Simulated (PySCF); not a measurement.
C3H12Si2: core-level calculation

System: C3H12Si2, SMILES CC(C)[SiH2][SiH3].
Method: delta-SCF UKS SCAN, pcX-2 on the ionised atom, pcseg-1 elsewhere, spin-free X2C (PySCF 2.14.0).

It belongs to a series of runs on one base structure; here: H on Si replaced by iPr. Figures and captions count atoms from 1; the log counts them from 0 in places.

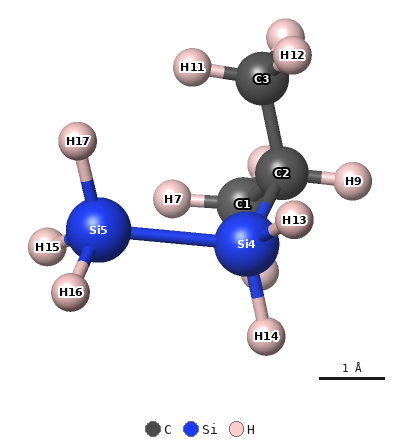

Fig. 1: The input geometry (ball-and-stick view, seen at a tilt; atoms are numbered from 1 in the order of the input). Bond lengths as drawn: C–C 1.53 Å, C–H 1.10 to 1.11 Å, C–Si 1.90 Å, H–Si 1.50 Å and Si–Si 2.35 Å.

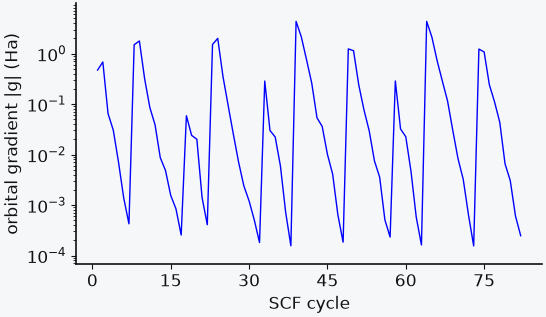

Fig. 2: Convergence of the self-consistent field: orbital gradient |g| against the SCF cycle. All cycles printed in the log are drawn one after another.

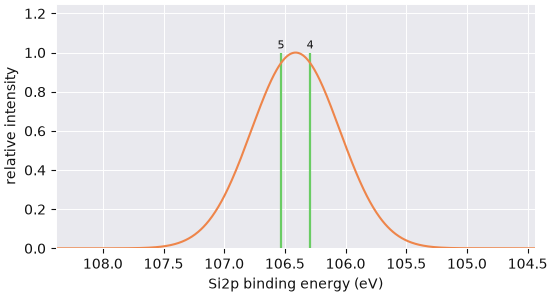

Fig. 3: Si2p binding energies by ΔSCF of the atoms computed, labelled by atom number, with a Gaussian envelope of 0.8 eV full width. They run from 106.29 eV (atom 4) to 106.53 eV (atom 5).

These pictures come from the run below.

The input
```
{"job": {"kind": "xps"}, "charge": 0, "multiplicity": 1}
C     -1.411971    -1.183635     0.209535
C     -0.977318     0.083443    -0.524379
C     -1.166913     1.333068     0.333158
Si     0.812132    -0.060075    -1.154819
Si     2.345458    -0.135033     0.622561
H     -1.315070    -2.082153    -0.419945
H     -0.809223    -1.349697     1.118240
H     -2.465591    -1.112756     0.528324
H     -1.593767     0.188677    -1.436750
H     -2.216338     1.433658     0.657972
H     -0.548217     1.293133     1.245552
H     -0.897257     2.253661    -0.207792
H      1.153776     1.114016    -2.022294
H      0.969325    -1.301041    -1.981112
H      1.997003    -1.227109     1.585912
H      3.729734    -0.384457     0.112113
H      2.351717     1.159770     1.374155
```

The first line tells a small driver script what to run in PySCF; the rest is the geometry in Å.

Run as:
```bash
OMP_NUM_THREADS=1 python <driver script> task.json out
```

The program's output
```
ground state, core basis on atom 0 (C), 169 functions
  cycle   1  E = -701.50089183  |g| = 4.72e-01
  cycle   2  E = -701.43144076  |g| = 6.83e-01
  cycle   3  E = -701.56229317  |g| = 6.47e-02
  cycle   4  E = -701.56332776  |g| = 3.05e-02
  cycle   5  E = -701.56356829  |g| = 7.10e-03
  cycle   6  E = -701.56358030  |g| = 1.38e-03
  cycle   7  E = -701.56358121  |g| = 4.25e-04
  E(ground) = -701.63326258 Eh
hole in C 1s of atom 0
  cycle   1  E = -690.32162136  |g| = 1.50e+00
  cycle   2  E = -689.69091044  |g| = 1.78e+00
  cycle   3  E = -690.84339044  |g| = 3.19e-01
[... 7 cycles left out ...]
  E(ion) = -690.95476159 Eh   <S^2> = 0.7684   hole on atom = 1.000   binding energy = 290.577 eV
ground state, core basis on atom 1 (C), 169 functions
[... 5 cycles left out ...]
  E(ground) = -701.63510498 Eh
hole in C 1s of atom 1
[... 10 cycles left out ...]
  E(ion) = -690.97126932 Eh   <S^2> = 0.7703   hole on atom = 1.000   binding energy = 290.178 eV
ground state, core basis on atom 3 (Si), 180 functions
[... 6 cycles left out ...]
  E(ground) = -701.68515341 Eh
hole in Si 1s of atom 3
[... 10 cycles left out ...]
  E(ion) = -633.85326175 Eh   <S^2> = 0.7524   hole on atom = 1.000   binding energy = 1845.800 eV
hole in Si 2p of atom 3
[... 9 cycles left out ...]
  E(ion) = -697.77942179 Eh   <S^2> = 0.7525   hole on atom = 1.002   binding energy = 106.280 eV
  2p3/2 = 106.084 eV   2p1/2 = 106.707 eV
ground state, core basis on atom 4 (Si), 180 functions
[... 6 cycles left out ...]
  E(ground) = -701.68326402 Eh
hole in Si 1s of atom 4
[... 9 cycles left out ...]
  cycle  10  E = -633.80758315  |g| = 1.55e-04
  E(ion) = -633.84269836 Eh   <S^2> = 0.7524   hole on atom = 1.000   binding energy = 1846.036 eV
hole in Si 2p of atom 4
  cycle   1  E = -697.39714423  |g| = 1.23e+00
  cycle   2  E = -697.25276598  |g| = 1.08e+00
  cycle   3  E = -697.68708228  |g| = 2.42e-01
  cycle   4  E = -697.72276815  |g| = 1.10e-01
  cycle   5  E = -697.72864965  |g| = 4.34e-02
  cycle   6  E = -697.72975917  |g| = 6.57e-03
  cycle   7  E = -697.72978008  |g| = 3.06e-03
  cycle   8  E = -697.72978412  |g| = 6.08e-04
  cycle   9  E = -697.72978734  |g| = 2.47e-04
  E(ion) = -697.76861479 Eh   <S^2> = 0.7527   hole on atom = 1.002   binding energy = 106.523 eV
  2p3/2 = 106.324 eV   2p1/2 = 106.947 eV
```

Summary

- outcome: converged
- hardware: 1 CPU thread, shared host
- wall time: 60 s
- peak memory: 0.71 GiB
